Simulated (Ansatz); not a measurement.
## Profile along the B–B line in MgB2 (AlB2 type, space group P6/mmm)

MgB2 (AlB2 type, space group P6/mmm)

Space group P6/mmm (No. 191); a = b = 3.0743 Å, c = 3.5275 Å, α = β = 90.00°, γ = 120.00°

```json
[
 {"atom": "Mg", "site": "1a", "symmetry": "6/mmm", "x": "0.0000", "y": "0.0000", "z": "0.0000"},
 {"atom": "B", "site": "2d", "symmetry": "-6m2", "x": "0.3333", "y": "0.6667", "z": "0.5000"}
]
```

Fields along a shortest B–B line of a (0001) plane (1.77 Å), from B to B, interpolated on the slice's grid (step about 0.2 Å). The numbers are results of PBE (plane waves to 420 eV, PAW, scalar-relativistic; Ansatz, a program for electronic structure), not measurements. k mesh 17×17×13. These are valence fields of a PAW run, semicore shells included where kept as valence: close to a nucleus they are smooth pseudo fields. MgB2 was relaxed with its symmetry unable to fall.

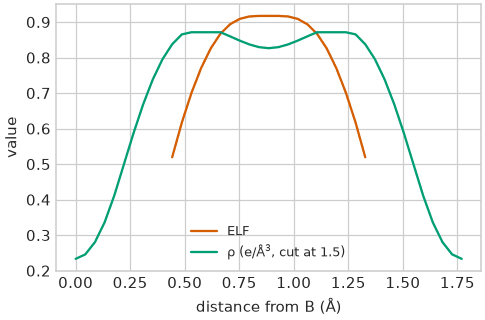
*ELF (away from the nuclei) and valence density from B to B.*

Density on the B–B line (1.77 Å) at its midpoint: 0.83 e/Å³. ELF at that point: 0.92. ELF maximum in the middle third of the B–B line: 0.92, 0.9 Å from B.
